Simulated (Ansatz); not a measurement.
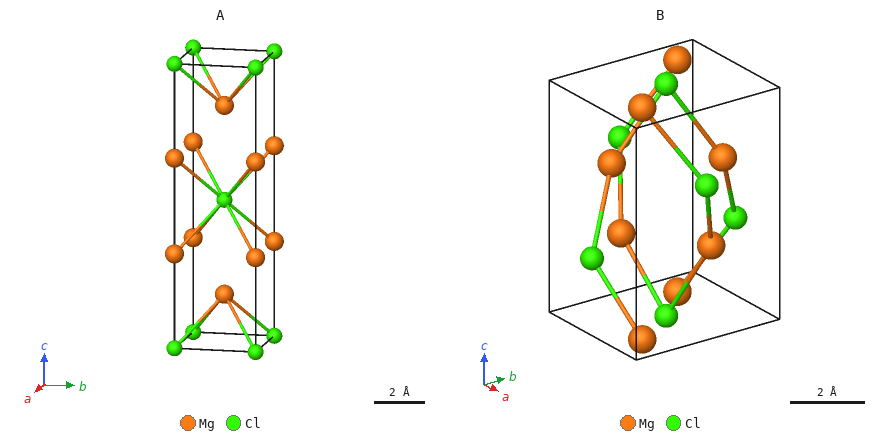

Two structures of Mg₂Cl, each relaxed to rest (conventional cells in solid outline, small ones repeated, not to one scale). Method: Ansatz, DFT PBE, scalar-relativistic, plane waves, PAW, without spin polarisation.

**What are the two structures?**

A: 6 atoms a cell on a body-centred tetragonal lattice, I4/mmm. B: 9 atoms a cell on a primitive hexagonal lattice, P3_121.

**Which is the more stable form at this level of theory?**

A is lower, by 29 meV/atom at this level of theory (energies at zero smearing). Volumes: A 22.2, B 24.5 Å³/atom.

One or both may be structure types tried for this composition rather than known phases.
